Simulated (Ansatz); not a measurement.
**Profile along the Ca–Se line in CaSe (rock salt)**

CaSe (rock salt)

```xyz
2
Lattice="0.0000 2.9673 2.9673 2.9673 0.0000 2.9673 2.9673 2.9673 0.0000" Properties=species:S:1:pos:R:3 pbc="T T T"
Ca     0.0000     0.0000     0.0000
Se     2.9673     2.9673     2.9673
```

Fields along a shortest Ca–Se line of a {110} plane (2.97 Å), from Ca to Se, interpolated on the slice's grid (step about 0.2 Å). These are r2SCAN (plane waves to 500 eV, PAW, scalar-relativistic; Ansatz, a first-principles code) values and carry that method's errors. k mesh 10×10×10. These are valence fields of a PAW run, semicore shells included where kept as valence: close to a nucleus they are smooth pseudo fields. CaSe was relaxed with its symmetry unable to fall.

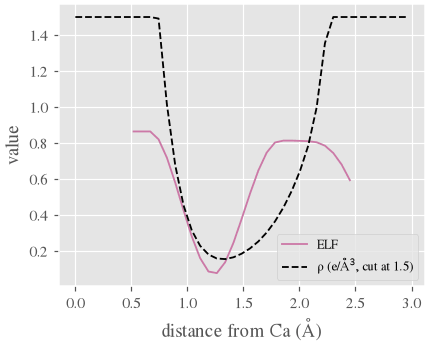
*ELF (away from the nuclei) and valence density from Ca to Se.*

Density on the Ca–Se line (2.97 Å) at its density minimum, 1.3 Å from Ca: 0.15 e/Å³. ELF at that point: 0.1. ELF maximum in the middle third of the Ca–Se line: 0.81, 1.9 Å from Ca.
